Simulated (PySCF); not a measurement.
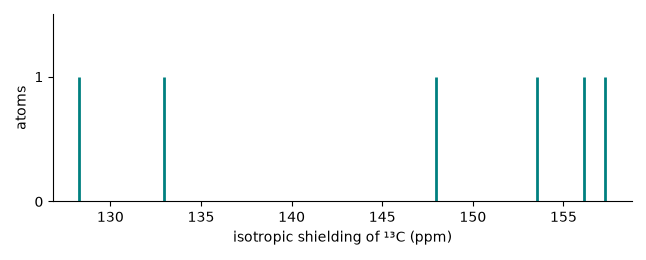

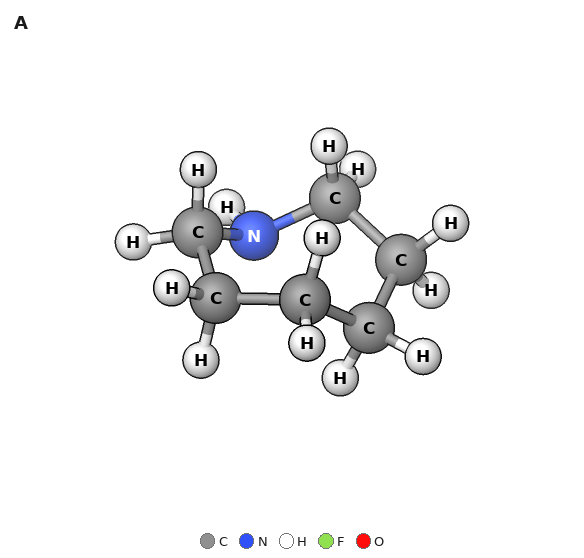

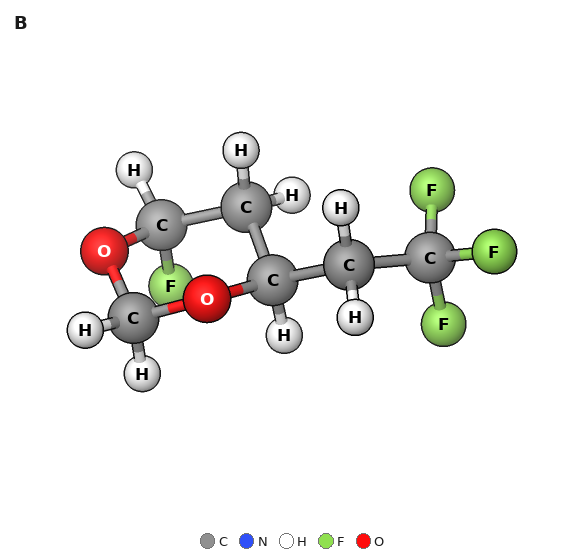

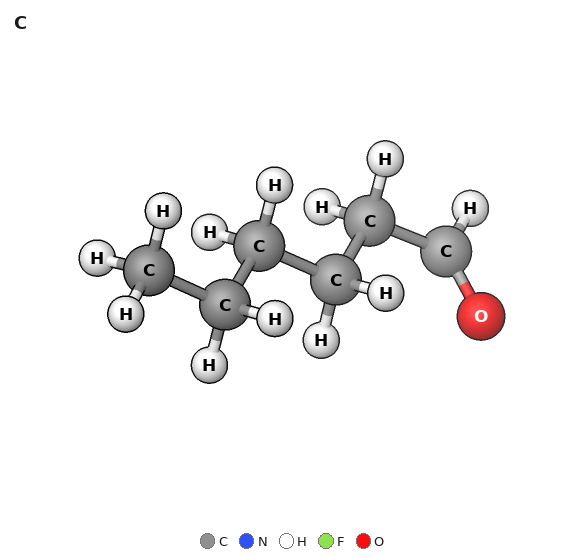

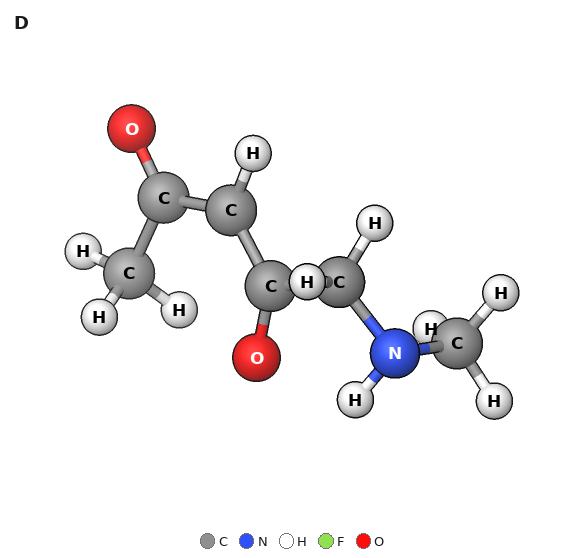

The sticks are computed shieldings of one of the molecules, for one fixed geometry (PBE0-D3(BJ)/def2-SVP) without averaging over rotations. Low shielding means a high chemical shift. Method: GIAO PBE0/pcSseg-1 NMR shielding, non-relativistic, IEF-PCM methanol (PySCF 2.14.0).

Question: Match the spectrum to a structure.

Answer: A, `C1CCCNCC1`. Its 6 C atoms give lines at 128.3, 133.0, 147.9, 153.5, 156.1, 157.3 ppm.
